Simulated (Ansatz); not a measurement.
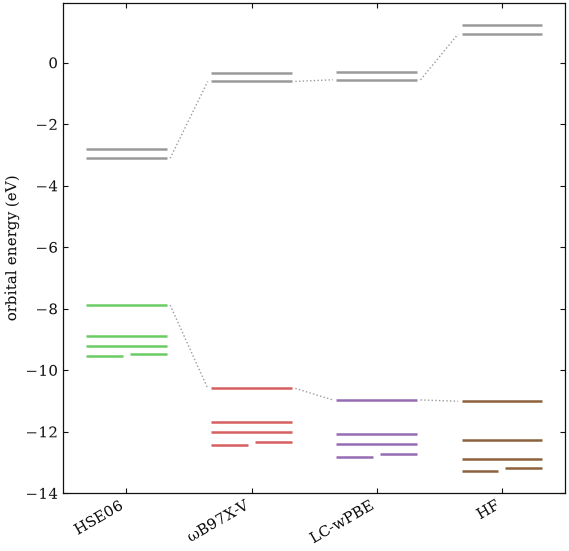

Frontier orbital energies of ZrHSCl₃, SMILES [SH][Zr]([Cl])([Cl])[Cl], singlet at one geometry, def2-TZVPP, the Ansatz code, at a PBE0-D4/def2-TZVP geometry (a minimum by its frequencies). Empty levels are grey, levels within 0.1 eV stand side by side; all columns show the same few orbitals around the gap. Dotted lines join the HOMOs and the LUMOs.

**Compare the HOMO-LUMO separations.**

The separation grows from 4.78 eV (HSE06) to 11.94 eV (HF).

```
  level  HOMO (eV)  LUMO (eV)  separation (eV)
  HSE06      −7.89      −3.11             4.78
ωB97X-V     −10.60      −0.61             9.98
LC-wPBE     −10.97      −0.56            10.41
     HF     −11.02       0.93            11.94
```

Caveats, for all or some of the runs: core potentials past krypton; empty levels above zero depend strongly on the basis.
